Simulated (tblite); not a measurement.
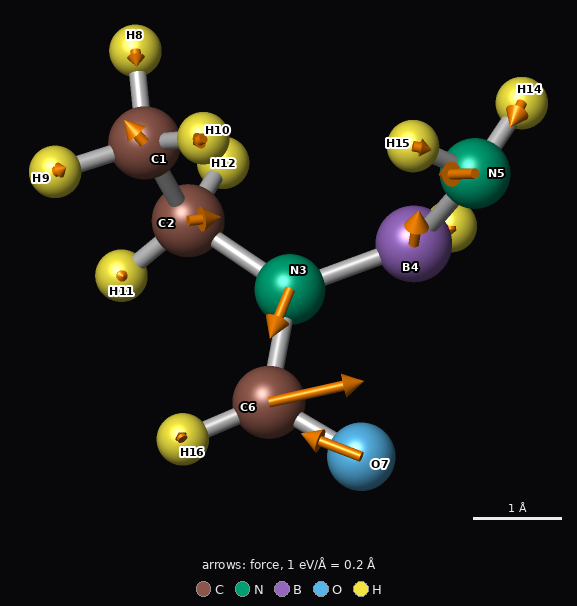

Starting geometry of C$_{3}$H$_{9}$BN$_{2}$O with the computed forces as orange arrows. Style: ball-and-stick. Shown face on.

Theory: GFN2-xTB geometry optimisation, gas phase (tblite). 

Is this structure relaxed? If not, where do the atoms go?

Answer. It isn't relaxed: the largest force vector, on a C atom, is 5.59 eV/Å. The final displacements have little in common with the starting forces (cosine between the two patterns 0.17). After 119 geometry steps the energy has fallen by 190.0 kJ/mol. The atom that moves furthest after the best rigid fit is an H atom (2.09 Å). By element the largest moves are H 2.09 Å, N 0.72 Å, O 0.70 Å, B 0.66 Å, C 0.52 Å. Some distances before and after: B–N 1.529 → 1.376 Å, C–N 1.433 → 1.349 Å, C–O 1.276 → 1.212 Å, B–N 1.517 → 1.462 Å. Bond angles that change, for instance: B–N–H 110.2° → 124.9°, N–C–O 114.3° → 127.0°, B–N–H 108.4° → 120.3°. Groups turn about C–C by about 45°.
